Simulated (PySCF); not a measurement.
Bond stretch in HCl, singlet.

- RKS-PBE = PySCF with restricted PBE/cc-pVTZ
- RHF/cc-pVTZ (PySCF)
- RKS-wB97X-V = restricted wB97X-V/cc-pVTZ run with PySCF

Magnitude of the dipole moment (D; its direction can reverse along the curve, and a method can change to another solution) and Mulliken charge of the fragment that holds Cl1:

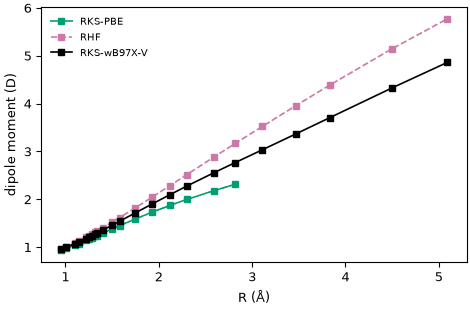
Dipole moment against bond length.

| R / Å | μ RKS-PBE | q RKS-PBE | μ RHF | q RHF | μ RKS-wB97X-V | q RKS-wB97X-V |
|---|---|---|---|---|---|---|
| 0.95 | 0.93 | -0.10 | 0.96 | -0.15 | 0.95 | -0.12 |
| 1.01 | 0.97 | -0.13 | 1.01 | -0.15 | 1.00 | -0.14 |
| 1.10 | 1.04 | -0.14 | 1.09 | -0.16 | 1.07 | -0.15 |
| 1.14 | 1.07 | -0.15 | 1.13 | -0.16 | 1.11 | -0.15 |
| 1.22 | 1.14 | -0.15 | 1.21 | -0.16 | 1.18 | -0.16 |
| 1.25 | 1.17 | -0.16 | 1.24 | -0.17 | 1.21 | -0.16 |
| 1.28 | 1.19 | -0.16 | 1.27 | -0.17 | 1.24 | -0.16 |
| 1.32 | 1.23 | -0.17 | 1.32 | -0.17 | 1.28 | -0.17 |
| 1.34 | 1.24 | -0.17 | 1.34 | -0.18 | 1.30 | -0.17 |
| 1.40 | 1.30 | -0.17 | 1.41 | -0.19 | 1.36 | -0.18 |
| 1.50 | 1.38 | -0.19 | 1.52 | -0.20 | 1.46 | -0.19 |
| 1.58 | 1.45 | -0.19 | 1.62 | -0.21 | 1.54 | -0.20 |
| 1.74 | 1.58 | -0.20 | 1.81 | -0.23 | 1.71 | -0.21 |
| 1.93 | 1.73 | -0.20 | 2.05 | -0.24 | 1.90 | -0.22 |
| 2.12 | 1.87 | -0.20 | 2.29 | -0.24 | 2.10 | -0.22 |
| 2.30 | 2.00 | -0.20 | 2.52 | -0.24 | 2.28 | -0.22 |
| 2.59 | 2.18 | -0.19 | 2.88 | -0.24 | 2.56 | -0.21 |
| 2.82 | 2.32 | -0.18 | 3.17 | -0.24 | 2.77 | -0.21 |
| 3.11 | — | — | 3.52 | -0.24 | 3.04 | -0.21 |
| 3.47 | — | — | 3.96 | -0.24 | 3.37 | -0.20 |
| 3.83 | — | — | 4.39 | -0.24 | 3.70 | -0.20 |
| 4.50 | — | — | 5.15 | -0.24 | 4.33 | -0.20 |
| 5.09 | — | — | 5.77 | -0.24 | 4.86 | -0.20 |

Dashes: no converged value, or the column stops at the first point that the program doubted or that broke a chosen test of continuity, which isn't proof of a fault.

The restricted form behind RKS-PBE, RHF, RKS-wB97X-V keeps the bonding electrons paired and can't separate into open-shell fragments. At the longest distance RKS-wB97X-V leaves fractional charges on the fragments, a sign of delocalisation error or of the restricted form.
